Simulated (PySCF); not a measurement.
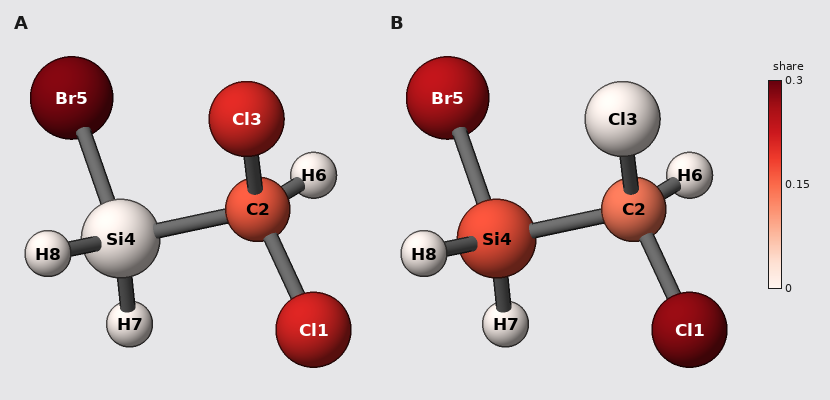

Each panel colours the atoms by their Löwdin share in one orbital (up to four of the largest shares; other atoms are shown as zero). The geometry was computed by an optimisation with GFN2-xTB. No frequency run is at hand to confirm it as a minimum. Level of theory: CAM-B3LYP/def2-SVPD (PySCF 2.14.0).

The panels show the HOMO, LUMO, in some order. Which is which?

A: HOMO, −9.75 eV; Br5 0.28, Cl1 0.21, Cl3 0.21, C2 0.16
B: LUMO, 0.30 eV; Cl1 0.27, Br5 0.24, Si4 0.17, C2 0.13

The geometry is semi-empirical. Around Br, Si such bond lengths and angles can be off by a tenth of an ångström or more and by several degrees, and values that hang on the shape move with them.
